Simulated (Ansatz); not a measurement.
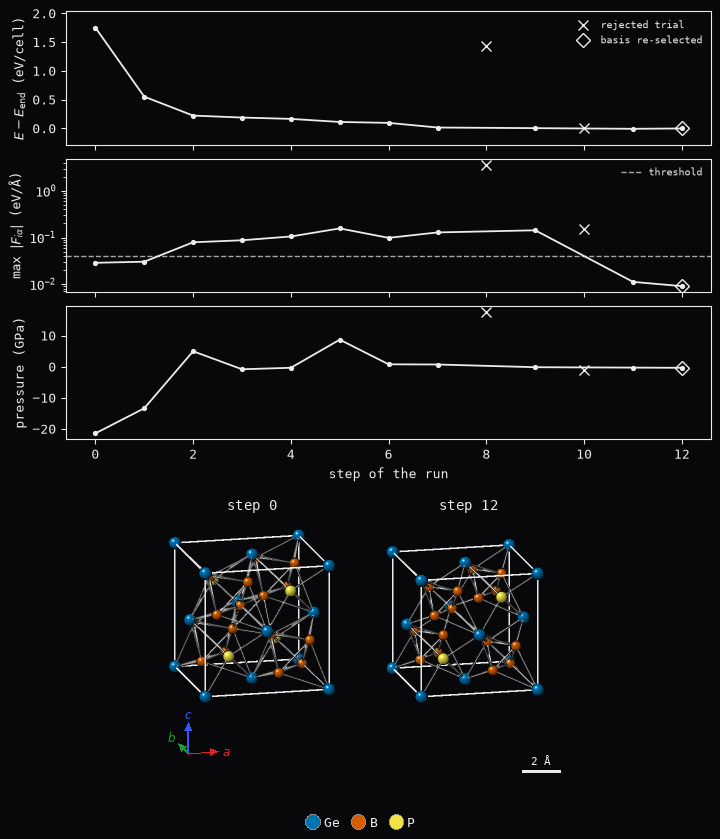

First and last geometry of a relaxation of solid GeB$_{4}$P (a generated structure, set up in F-43m) (coarse preliminary run), with the history of the run. Style: ball-and-stick. Shown: the conventional cell (4 times the calculation's cell), slightly off an axis. Lengths and directions refer to the drawn axes.

Computed with Ansatz, DFT PBE, scalar-relativistic, plane waves, PAW. (plane-wave cutoff 420 eV; k-point mesh 4 × 4 × 4; occupations gaussian; smearing width 0.1 eV; no spin polarisation; cell and atoms relaxed; force threshold 0.04 eV/Å; at most 70 steps)

### What do the curves and the structures tell?

It converged. The energy falls by 1.755 eV per cell of the calculation in 9 accepted moves (12 points after the start). The largest force component goes from 0.029 to 0.0091 eV/Å. Pressure: −21.43 GPa at the start and −0.33 GPa at the end. The line search rejected the trial steps at points 8, 10 of the run. At 1 point the geometry stayed and the basis and grid were re-selected for the new cell (energy shift of 6.1 meV per cell of the calculation at most each time). The largest moves relative to the cell, 0.28 Å, are those of B atoms. P and Ge stay in place. The volume changes by −16.6 %, with a = b = c 6.711 → 6.317 Å (−5.9 %). Near-neighbour distances that change, for instance: B–B 2.375 → 1.776 Å, B–B 2.371 → 2.691 Å, B–Ge 2.783 → 2.585 Å, Ge–P 2.906 → 2.735 Å. The space group stays F-43m (No. 216).
